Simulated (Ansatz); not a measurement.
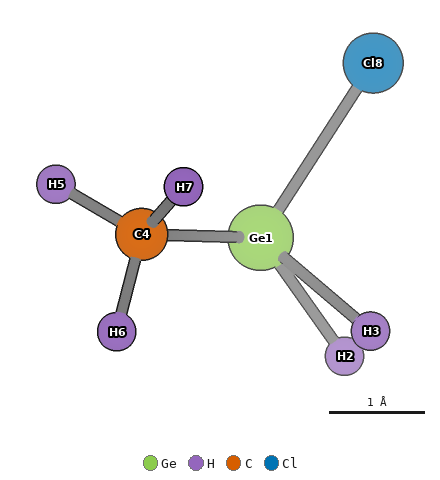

**Figure 1.** The structure as given in the input (ball-and-stick view, seen at a tilt; atoms are numbered from 1 in the order of the input). Sticks mark near contacts.

## Run report: CH5ClGe, molecular dynamics (part 1 of 3)

- system: CH5ClGe
- method: RHF/def2-SVP (Ansatz 0.2.0)

It belongs to a series of runs on one base structure; here: dynamics from the highest image of the converged band. Figures and captions count atoms from 1; the log counts them from 0 in places.

## What the program printed
```
Engine: ansatz 0.2.0, x86_64-unknown-linux-gnu
Functional definition: HF
  exchange = exact_x
  correlation = 0
946 factors; integrals over basis functions are off by at most 3.9e-4 eV
mean field evaluation 1: about -70071.1906 eV, gradient 2.2e1 eV
mean field evaluation 2: about -70071.2227 eV, gradient 2.2e1 eV
mean field evaluation 4: about -70072.8064 eV, gradient 2.5e0 eV
mean field evaluation 8: about -70072.8369 eV, gradient 1.4e-3 eV
mean field -70072.83690008 eV, -2575.1292590031 hartree, gradient 1.2e-5 eV, S^2 0.000000; 0 other end points of the search recorded, 0 dependent functions left out
the calculation of the forces begins
reference -70072.83690008 eV, -2575.1292590031 hartree; 30, 30 occupied and 59, 59 virtual orbitals, 946 factors
md step     0: t =     0.00 fs  T =   300.0 K  F+E_penalty+E_count = -70072.83690008 eV  E_kin = 0.232668 eV  conserved = -70072.60423208 eV  (34 SCF iters)
these checks for a lower state are left out or cut short: starts, cluster_reference, orbital_swaps, neighbouring_geometries, increment
946 factors; integrals over basis functions are off by at most 4.0e-4 eV
mean field evaluation 16: about -70072.8277 eV, gradient 1.3e-3 eV
mean field -70072.82769757 eV, -2575.1289208172 hartree, gradient 2.0e-5 eV, S^2 0.000000; 0 other end points of the search recorded, 0 dependent functions left out
the calculation of the forces begins
reference -70072.82769757 eV, -2575.1289208172 hartree; 30, 30 occupied and 59, 59 virtual orbitals, 946 factors
md step     1: t =     0.50 fs  T =   288.5 K  F+E_penalty+E_count = -70072.82769757 eV  E_kin = 0.223751 eV  conserved = -70072.60394636 eV  (35 SCF iters)
[... from here on the SCF iterations and repeated set-up lines of each step are left out, up to the last step ...]
md step     2: t =     1.00 fs  T =   259.0 K  F+E_penalty+E_count = -70072.80430283 eV  E_kin = 0.200849 eV  conserved = -70072.60345423 eV  (35 SCF iters)
md step     3: t =     1.50 fs  T =   220.7 K  F+E_penalty+E_count = -70072.77411259 eV  E_kin = 0.171182 eV  conserved = -70072.60293069 eV  (35 SCF iters)
md step     4: t =     2.00 fs  T =   184.0 K  F+E_penalty+E_count = -70072.74523313 eV  E_kin = 0.142729 eV  conserved = -70072.60250421 eV  (28 SCF iters)
md step     5: t =     2.50 fs  T =   157.5 K  F+E_penalty+E_count = -70072.72437567 eV  E_kin = 0.122124 eV  conserved = -70072.60225159 eV  (28 SCF iters)
md step     6: t =     3.00 fs  T =   146.1 K  F+E_penalty+E_count = -70072.71555274 eV  E_kin = 0.113345 eV  conserved = -70072.60220735 eV  (28 SCF iters)
md step     7: t =     3.50 fs  T =   151.0 K  F+E_penalty+E_count = -70072.71947127 eV  E_kin = 0.117098 eV  conserved = -70072.60237314 eV  (27 SCF iters)
md step     8: t =     4.00 fs  T =   168.6 K  F+E_penalty+E_count = -70072.73350252 eV  E_kin = 0.130784 eV  conserved = -70072.60271850 eV  (28 SCF iters)
md step     9: t =     4.50 fs  T =   192.2 K  F+E_penalty+E_count = -70072.75221909 eV  E_kin = 0.149046 eV  conserved = -70072.60317274 eV  (29 SCF iters)
md step    10: t =     5.00 fs  T =   212.7 K  F+E_penalty+E_count = -70072.76860337 eV  E_kin = 0.164989 eV  conserved = -70072.60361472 eV  (37 SCF iters)
md step    11: t =     5.50 fs  T =   222.0 K  F+E_penalty+E_count = -70072.77603943 eV  E_kin = 0.172163 eV  conserved = -70072.60387606 eV  (36 SCF iters)
md step    12: t =     6.00 fs  T =   215.6 K  F+E_penalty+E_count = -70072.77096092 eV  E_kin = 0.167177 eV  conserved = -70072.60378373 eV  (35 SCF iters)
md step    13: t =     6.50 fs  T =   196.2 K  F+E_penalty+E_count = -70072.75542464 eV  E_kin = 0.152166 eV  conserved = -70072.60325827 eV  (35 SCF iters)
md step    14: t =     7.00 fs  T =   174.9 K  F+E_penalty+E_count = -70072.73810403 eV  E_kin = 0.135674 eV  conserved = -70072.60243003 eV  (36 SCF iters)
md step    15: t =     7.50 fs  T =   168.2 K  F+E_penalty+E_count = -70072.73207626 eV  E_kin = 0.130421 eV  conserved = -70072.60165509 eV  (36 SCF iters)
md step    16: t =     8.00 fs  T =   190.9 K  F+E_penalty+E_count = -70072.74937269 eV  E_kin = 0.148046 eV  conserved = -70072.60132712 eV  (36 SCF iters)
md step    17: t =     8.50 fs  T =   249.6 K  F+E_penalty+E_count = -70072.79515248 eV  E_kin = 0.193560 eV  conserved = -70072.60159217 eV  (35 SCF iters)
md step    18: t =     9.00 fs  T =   339.5 K  F+E_penalty+E_count = -70072.86558716 eV  E_kin = 0.263330 eV  conserved = -70072.60225732 eV  (35 SCF iters)
md step    19: t =     9.50 fs  T =   448.3 K  F+E_penalty+E_count = -70072.95073868 eV  E_kin = 0.347719 eV  conserved = -70072.60301960 eV  (34 SCF iters)
md step    20: t =    10.00 fs  T =   561.4 K  F+E_penalty+E_count = -70073.03922173 eV  E_kin = 0.435429 eV  conserved = -70072.60379233 eV  (35 SCF iters)
md step    21: t =    10.50 fs  T =   664.3 K  F+E_penalty+E_count = -70073.12001903 eV  E_kin = 0.515197 eV  conserved = -70072.60482207 eV  (34 SCF iters)
md step    22: t =    11.00 fs  T =   739.4 K  F+E_penalty+E_count = -70073.17985944 eV  E_kin = 0.573457 eV  conserved = -70072.60640203 eV  (33 SCF iters)
md step    23: t =    11.50 fs  T =   764.0 K  F+E_penalty+E_count = -70073.20060487 eV  E_kin = 0.592546 eV  conserved = -70072.60805875 eV  (35 SCF iters)
md step    24: t =    12.00 fs  T =   723.1 K  F+E_penalty+E_count = -70073.16842189 eV  E_kin = 0.560818 eV  conserved = -70072.60760404 eV  (34 SCF iters)
md step    25: t =    12.50 fs  T =   647.6 K  F+E_penalty+E_count = -70073.10501210 eV  E_kin = 0.502277 eV  conserved = -70072.60273499 eV  (34 SCF iters)
md step    26: t =    13.00 fs  T =   637.1 K  F+E_penalty+E_count = -70073.09141204 eV  E_kin = 0.494146 eV  conserved = -70072.59726585 eV  (35 SCF iters)
md step    27: t =    13.50 fs  T =   782.0 K  F+E_penalty+E_count = -70073.20586607 eV  E_kin = 0.606481 eV  conserved = -70072.59938501 eV  (35 SCF iters)
md step    28: t =    14.00 fs  T =  1045.1 K  F+E_penalty+E_count = -70073.41720952 eV  E_kin = 0.810561 eV  conserved = -70072.60664816 eV  (35 SCF iters)
md step    29: t =    14.50 fs  T =  1297.9 K  F+E_penalty+E_count = -70073.61714256 eV  E_kin = 1.006564 eV  conserved = -70072.61057810 eV  (35 SCF iters)
md step    30: t =    15.00 fs  T =  1453.1 K  F+E_penalty+E_count = -70073.73685071 eV  E_kin = 1.126943 eV  conserved = -70072.60990739 eV  (35 SCF iters)
md step    31: t =    15.50 fs  T =  1506.8 K  F+E_penalty+E_count = -70073.77604038 eV  E_kin = 1.168585 eV  conserved = -70072.60745501 eV  (35 SCF iters)
md step    32: t =    16.00 fs  T =  1498.4 K  F+E_penalty+E_count = -70073.76710497 eV  E_kin = 1.162074 eV  conserved = -70072.60503127 eV  (35 SCF iters)
md step    33: t =    16.50 fs  T =  1474.3 K  F+E_penalty+E_count = -70073.74642736 eV  E_kin = 1.143376 eV  conserved = -70072.60305111 eV  (35 SCF iters)
md step    34: t =    17.00 fs  T =  1474.8 K  F+E_penalty+E_count = -70073.74531213 eV  E_kin = 1.143789 eV  conserved = -70072.60152339 eV  (35 SCF iters)
md step    35: t =    17.50 fs  T =  1530.9 K  F+E_penalty+E_count = -70073.78802562 eV  E_kin = 1.187330 eV  conserved = -70072.60069564 eV  (36 SCF iters)
md step    36: t =    18.00 fs  T =  1658.2 K  F+E_penalty+E_count = -70073.88723351 eV  E_kin = 1.286037 eV  conserved = -70072.60119646 eV  (35 SCF iters)
md step    37: t =    18.50 fs  T =  1844.9 K  F+E_penalty+E_count = -70074.03461229 eV  E_kin = 1.430864 eV  conserved = -70072.60374801 eV  (35 SCF iters)
md step    38: t =    19.00 fs  T =  2040.9 K  F+E_penalty+E_count = -70074.19130376 eV  E_kin = 1.582865 eV  conserved = -70072.60843872 eV  (35 SCF iters)
md step    39: t =    19.50 fs  T =  2162.2 K  F+E_penalty+E_count = -70074.29014880 eV  E_kin = 1.676878 eV  conserved = -70072.61327068 eV  (34 SCF iters)
md step    40: t =    20.00 fs  T =  2138.7 K  F+E_penalty+E_count = -70074.27139996 eV  E_kin = 1.658721 eV  conserved = -70072.61267857 eV  (34 SCF iters)
md step    41: t =    20.50 fs  T =  2012.8 K  F+E_penalty+E_count = -70074.16388911 eV  E_kin = 1.561050 eV  conserved = -70072.60283961 eV  (36 SCF iters)
md step    42: t =    21.00 fs  T =  1962.7 K  F+E_penalty+E_count = -70074.11812603 eV  E_kin = 1.522165 eV  conserved = -70072.59596121 eV  (35 SCF iters)
md step    43: t =    21.50 fs  T =  2094.2 K  F+E_penalty+E_count = -70074.22818606 eV  E_kin = 1.624157 eV  conserved = -70072.60402955 eV  (35 SCF iters)
md step    44: t =    22.00 fs  T =  2281.8 K  F+E_penalty+E_count = -70074.38239902 eV  E_kin = 1.769637 eV  conserved = -70072.61276187 eV  (37 SCF iters)
md step    45: t =    22.50 fs  T =  2359.9 K  F+E_penalty+E_count = -70074.44269712 eV  E_kin = 1.830261 eV  conserved = -70072.61243625 eV  (36 SCF iters)
md step    46: t =    23.00 fs  T =  2303.4 K  F+E_penalty+E_count = -70074.39416978 eV  E_kin = 1.786429 eV  conserved = -70072.60774035 eV  (35 SCF iters)
md step    47: t =    23.50 fs  T =  2183.5 K  F+E_penalty+E_count = -70074.29690107 eV  E_kin = 1.693460 eV  conserved = -70072.60344113 eV  (35 SCF iters)
md step    48: t =    24.00 fs  T =  2080.0 K  F+E_penalty+E_count = -70074.21408598 eV  E_kin = 1.613174 eV  conserved = -70072.60091175 eV  (35 SCF iters)
md step    49: t =    24.50 fs  T =  2044.0 K  F+E_penalty+E_count = -70074.18528132 eV  E_kin = 1.585232 eV  conserved = -70072.60004929 eV  (36 SCF iters)
md step    50: t =    25.00 fs  T =  2093.9 K  F+E_penalty+E_count = -70074.22451606 eV  E_kin = 1.623928 eV  conserved = -70072.60058839 eV  (36 SCF iters)
md step    51: t =    25.50 fs  T =  2218.7 K  F+E_penalty+E_count = -70074.32321026 eV  E_kin = 1.720714 eV  conserved = -70072.60249597 eV  (34 SCF iters)
md step    52: t =    26.00 fs  T =  2379.0 K  F+E_penalty+E_count = -70074.45098445 eV  E_kin = 1.845076 eV  conserved = -70072.60590825 eV  (35 SCF iters)
md step    53: t =    26.50 fs  T =  2507.7 K  F+E_penalty+E_count = -70074.55543427 eV  E_kin = 1.944894 eV  conserved = -70072.61054039 eV  (35 SCF iters)
md step    54: t =    27.00 fs  T =  2523.0 K  F+E_penalty+E_count = -70074.57081201 eV  E_kin = 1.956719 eV  conserved = -70072.61409270 eV  (36 SCF iters)
md step    55: t =    27.50 fs  T =  2382.2 K  F+E_penalty+E_count = -70074.45851765 eV  E_kin = 1.847576 eV  conserved = -70072.61094212 eV  (36 SCF iters)
md step    56: t =    28.00 fs  T =  2175.0 K  F+E_penalty+E_count = -70074.28607432 eV  E_kin = 1.686810 eV  conserved = -70072.59926387 eV  (39 SCF iters)
md step    57: t =    28.50 fs  T =  2107.2 K  F+E_penalty+E_count = -70074.22846929 eV  E_kin = 1.634286 eV  conserved = -70072.59418337 eV  (40 SCF iters)
md step    58: t =    29.00 fs  T =  2258.3 K  F+E_penalty+E_count = -70074.35571582 eV  E_kin = 1.751428 eV  conserved = -70072.60428770 eV  (38 SCF iters)
md step    59: t =    29.50 fs  T =  2467.1 K  F+E_penalty+E_count = -70074.52624324 eV  E_kin = 1.913414 eV  conserved = -70072.61282921 eV  (39 SCF iters)
md step    60: t =    30.00 fs  T =  2563.7 K  F+E_penalty+E_count = -70074.60071818 eV  E_kin = 1.988337 eV  conserved = -70072.61238155 eV  (37 SCF iters)
md step    61: t =    30.50 fs  T =  2524.1 K  F+E_penalty+E_count = -70074.56579869 eV  E_kin = 1.957630 eV  conserved = -70072.60816901 eV  (39 SCF iters)
md step    62: t =    31.00 fs  T =  2412.4 K  F+E_penalty+E_count = -70074.47528072 eV  E_kin = 1.870969 eV  conserved = -70072.60431161 eV  (38 SCF iters)
md step    63: t =    31.50 fs  T =  2300.5 K  F+E_penalty+E_count = -70074.38602855 eV  E_kin = 1.784181 eV  conserved = -70072.60184774 eV  (37 SCF iters)
md step    64: t =    32.00 fs  T =  2238.3 K  F+E_penalty+E_count = -70074.33659119 eV  E_kin = 1.735906 eV  conserved = -70072.60068550 eV  (39 SCF iters)
md step    65: t =    32.50 fs  T =  2249.7 K  F+E_penalty+E_count = -70074.34552629 eV  E_kin = 1.744809 eV  conserved = -70072.60071760 eV  (39 SCF iters)
md step    66: t =    33.00 fs  T =  2333.6 K  F+E_penalty+E_count = -70074.41199934 eV  E_kin = 1.809875 eV  conserved = -70072.60212449 eV  (38 SCF iters)
md step    67: t =    33.50 fs  T =  2460.3 K  F+E_penalty+E_count = -70074.51333808 eV  E_kin = 1.908093 eV  conserved = -70072.60524467 eV  (37 SCF iters)
md step    68: t =    34.00 fs  T =  2568.6 K  F+E_penalty+E_count = -70074.60193407 eV  E_kin = 1.992134 eV  conserved = -70072.60979972 eV  (36 SCF iters)
md step    69: t =    34.50 fs  T =  2580.5 K  F+E_penalty+E_count = -70074.61433146 eV  E_kin = 2.001310 eV  conserved = -70072.61302106 eV  (37 SCF iters)
md step    70: t =    35.00 fs  T =  2462.0 K  F+E_penalty+E_count = -70074.51834491 eV  E_kin = 1.909433 eV  conserved = -70072.60891200 eV  (37 SCF iters)
md step    71: t =    35.50 fs  T =  2315.3 K  F+E_penalty+E_count = -70074.39347125 eV  E_kin = 1.795638 eV  conserved = -70072.59783310 eV  (37 SCF iters)
md step    72: t =    36.00 fs  T =  2326.2 K  F+E_penalty+E_count = -70074.40066653 eV  E_kin = 1.804129 eV  conserved = -70072.59653799 eV  (38 SCF iters)
md step    73: t =    36.50 fs  T =  2512.8 K  F+E_penalty+E_count = -70074.55677737 eV  E_kin = 1.948826 eV  conserved = -70072.60795100 eV  (34 SCF iters)
md step    74: t =    37.00 fs  T =  2688.0 K  F+E_penalty+E_count = -70074.69904430 eV  E_kin = 2.084720 eV  conserved = -70072.61432476 eV  (36 SCF iters)
md step    75: t =    37.50 fs  T =  2714.3 K  F+E_penalty+E_count = -70074.71697692 eV  E_kin = 2.105091 eV  conserved = -70072.61188635 eV  (36 SCF iters)
md step    76: t =    38.00 fs  T =  2607.6 K  F+E_penalty+E_count = -70074.62905779 eV  E_kin = 2.022354 eV  conserved = -70072.60670392 eV  (37 SCF iters)
md step    77: t =    38.50 fs  T =  2454.8 K  F+E_penalty+E_count = -70074.50637595 eV  E_kin = 1.903832 eV  conserved = -70072.60254380 eV  (37 SCF iters)
md step    78: t =    39.00 fs  T =  2335.7 K  F+E_penalty+E_count = -70074.41175988 eV  E_kin = 1.811471 eV  conserved = -70072.60028892 eV  (36 SCF iters)
md step    79: t =    39.50 fs  T =  2296.7 K  F+E_penalty+E_count = -70074.38102616 eV  E_kin = 1.781251 eV  conserved = -70072.59977542 eV  (36 SCF iters)
md step    80: t =    40.00 fs  T =  2349.4 K  F+E_penalty+E_count = -70074.42283535 eV  E_kin = 1.822110 eV  conserved = -70072.60072521 eV  (38 SCF iters)
md step    81: t =    40.50 fs  T =  2474.3 K  F+E_penalty+E_count = -70074.52208091 eV  E_kin = 1.918981 eV  conserved = -70072.60310026 eV  (37 SCF iters)
md step    82: t =    41.00 fs  T =  2622.7 K  F+E_penalty+E_count = -70074.64105632 eV  E_kin = 2.034038 eV  conserved = -70072.60701872 eV  (38 SCF iters)
md step    83: t =    41.50 fs  T =  2718.7 K  F+E_penalty+E_count = -70074.72033410 eV  E_kin = 2.108513 eV  conserved = -70072.61182111 eV  (37 SCF iters)
md step    84: t =    42.00 fs  T =  2682.4 K  F+E_penalty+E_count = -70074.69439597 eV  E_kin = 2.080394 eV  conserved = -70072.61400221 eV  (36 SCF iters)
md step    85: t =    42.50 fs  T =  2502.9 K  F+E_penalty+E_count = -70074.54871766 eV  E_kin = 1.941132 eV  conserved = -70072.60758529 eV  (38 SCF iters)
md step    86: t =    43.00 fs  T =  2318.9 K  F+E_penalty+E_count = -70074.39472567 eV  E_kin = 1.798482 eV  conserved = -70072.59624360 eV  (38 SCF iters)
md step    87: t =    43.50 fs  T =  2316.5 K  F+E_penalty+E_count = -70074.39427713 eV  E_kin = 1.796618 eV  conserved = -70072.59765916 eV  (36 SCF iters)
md step    88: t =    44.00 fs  T =  2475.4 K  F+E_penalty+E_count = -70074.52869680 eV  E_kin = 1.919790 eV  conserved = -70072.60890681 eV  (36 SCF iters)
md step    89: t =    44.50 fs  T =  2606.3 K  F+E_penalty+E_count = -70074.63451509 eV  E_kin = 2.021370 eV  conserved = -70072.61314465 eV  (33 SCF iters)
md step    90: t =    45.00 fs  T =  2604.9 K  F+E_penalty+E_count = -70074.63020540 eV  E_kin = 2.020221 eV  conserved = -70072.60998431 eV  (35 SCF iters)
md step    91: t =    45.50 fs  T =  2503.3 K  F+E_penalty+E_count = -70074.54690387 eV  E_kin = 1.941444 eV  conserved = -70072.60546032 eV  (35 SCF iters)
md step    92: t =    46.00 fs  T =  2379.2 K  F+E_penalty+E_count = -70074.44755257 eV  E_kin = 1.845191 eV  conserved = -70072.60236196 eV  (36 SCF iters)
md step    93: t =    46.50 fs  T =  2293.2 K  F+E_penalty+E_count = -70074.37949093 eV  E_kin = 1.778543 eV  conserved = -70072.60094827 eV  (36 SCF iters)
md step    94: t =    47.00 fs  T =  2275.5 K  F+E_penalty+E_count = -70074.36564295 eV  E_kin = 1.764810 eV  conserved = -70072.60083313 eV  (35 SCF iters)
md step    95: t =    47.50 fs  T =  2329.2 K  F+E_penalty+E_count = -70074.40827152 eV  E_kin = 1.806469 eV  conserved = -70072.60180239 eV  (35 SCF iters)
md step    96: t =    48.00 fs  T =  2434.1 K  F+E_penalty+E_count = -70074.49181165 eV  E_kin = 1.887805 eV  conserved = -70072.60400659 eV  (35 SCF iters)
```
